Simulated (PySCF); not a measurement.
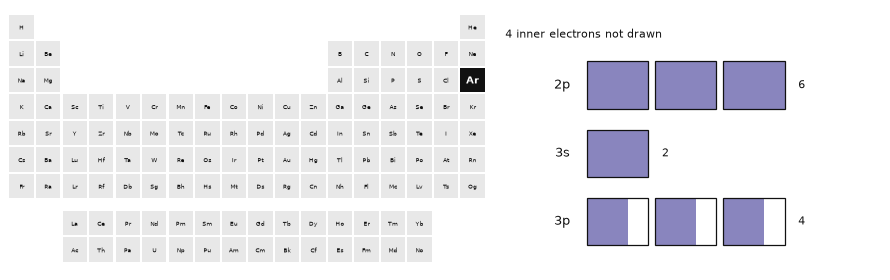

Left, the place of argon in the periodic table; right, the outer shells of the nominal configuration: a box for each of the 2l + 1 orbitals, shaded by the share of the shell that is filled, with the electron count at the right.

Atomic calculation, with input and output: Ar²⁺

System: Ar²⁺, configuration 1s2 2s2 2p6 3s2 3p4, multiplicity 3.
Method: unrestricted wB97X-V, aug-cc-pCVTZ-DK plus 1 even-tempered diffuse shell per l, spin-free X2C-1e, Gaussian nucleus (PySCF).

## Summary

- outcome: converged
- total energy: −527.697792 hartree
- ⟨S²⟩: 2.003
- ⟨L²⟩: 2.01
- SCF iterations: 5
- hardware: 1 CPU thread, shared host
- CPU time: 2 s (integrals apart)

## Input
```python
from pyscf import gto, scf, dft, mp, cc
import basis_set_exchange as bse
mol = gto.M(atom="Ar 0 0 0", charge=2, spin=2, symmetry="D2h",
            basis=gto.basis.parse(bse.get_basis("aug-cc-pCVTZ-DK", elements=["Ar"], fmt="nwchem", augment_diffuse=1)),
            nucmod="G")
mf = dft.UKS(mol, xc="WB97X_V").sfx2c1e()
mf.irrep_nelec = {'Ag': (3, 3), 'B1u': (2, 1), 'B2u': (2, 2), 'B3u': (2, 1)}
mf.kernel()
```

The script is an equivalent of what the driver set up; the driver started from orbitals of its own, so the log can be shorter than this script's would be, and it computed the properties (radii, ⟨L²⟩, response) afterwards. It held the occupations shell by shell, which the script's counts by irreducible representation don't always enforce.

## The program's output (extracts)
```
damping factor = 0
level_shift factor = 0
DIIS = <class 'pyscf.scf.diis.CDIIS'>
diis_start_cycle = 1
diis_space = 10
diis_damp = 0
SCF conv_tol = 1e-09
SCF conv_tol_grad = None
number electrons alpha = 9  beta = 7
XC functionals = WB97X_V
    N. Mardirossian and M. Head-Gordon.,  Phys. Chem. Chem. Phys. 16, 9904-9924 (2014)
NLC functional = WB97X_V
cycle= 1 E= -527.697640548366  delta_E= -0.00778  |g|= 0.0185  |ddm|= 0.168
cycle= 2 E= -527.697781677835  delta_E= -0.000141  |g|= 0.00399  |ddm|= 0.0147
cycle= 3 E= -527.697791828711  delta_E= -1.02e-05  |g|= 0.00058  |ddm|= 0.00402
cycle= 4 E= -527.697792032226  delta_E= -2.04e-07  |g|= 6.68e-05  |ddm|= 0.000633
cycle= 5 E= -527.697792033186  delta_E= -9.6e-10  |g|= 1.03e-05  |ddm|= 6.47e-05
converged SCF energy = -527.697792033186  <S^2> = 2.0028264  2S+1 = 3.0018837
```

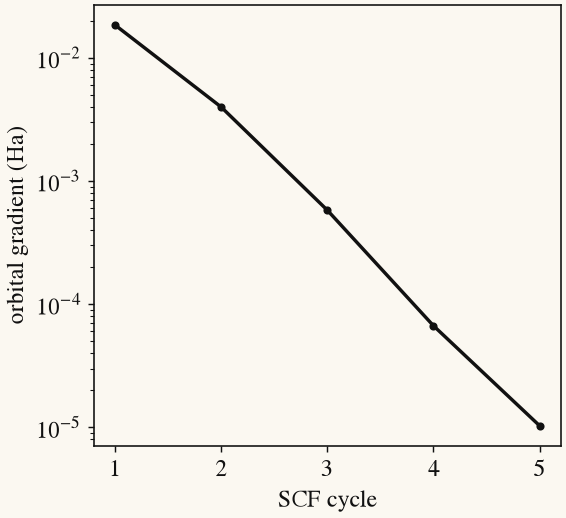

Convergence: orbital gradient against the SCF cycle. The residual falls at every step. It goes from 0.018 to 1.0×10⁻⁵ in 5 steps.

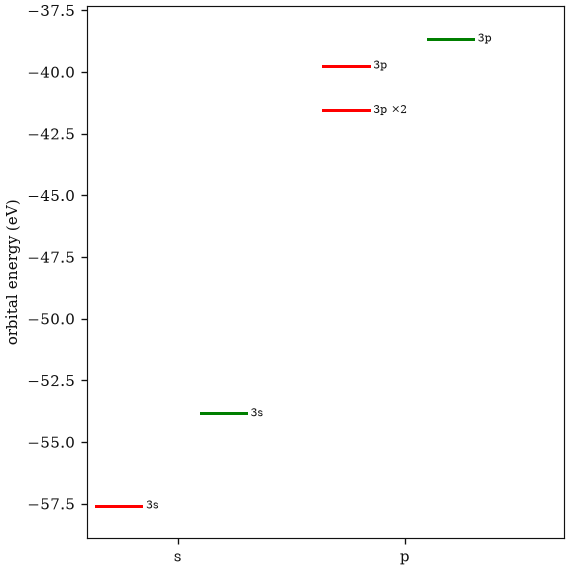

Orbital energies of the mean field, from the top down to −57.6 eV, by angular momentum, α spin at the left of each column and β at the right; ×n counts the orbitals under one label. The highest filled orbital is 3p β at −38.7 eV, the lowest empty one p β at −29.4 eV.
